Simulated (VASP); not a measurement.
Band structure of Hg2Zn2Se4 (ordered alloy cell). Calculation: PBEsol GGA, VASP's PBE PAW potentials (set 64) (plane waves; VASP 6.6.1).

Unless said otherwise, spin-orbit coupling is left out, though it shifts the bands of the heavy elements here.

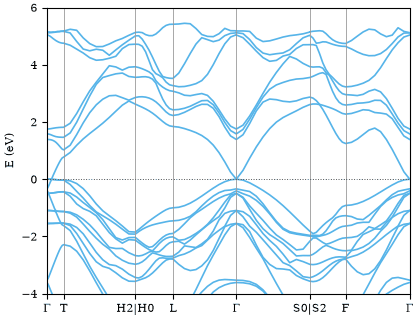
Figure: Bands along high-symmetry lines, zero at the valence-band maximum or, without a gap, the Fermi level

Question: Read the plot: is there a gap, and where are the band edges?

Answer: It has no gap at this level: it comes out as a metal or semimetal. (Edges off the drawn lines would not show.)

The structure was generated: Hg2Zn2Se4 was put into an ordered model structure (R3m), which need not be its known phase. It was relaxed first.
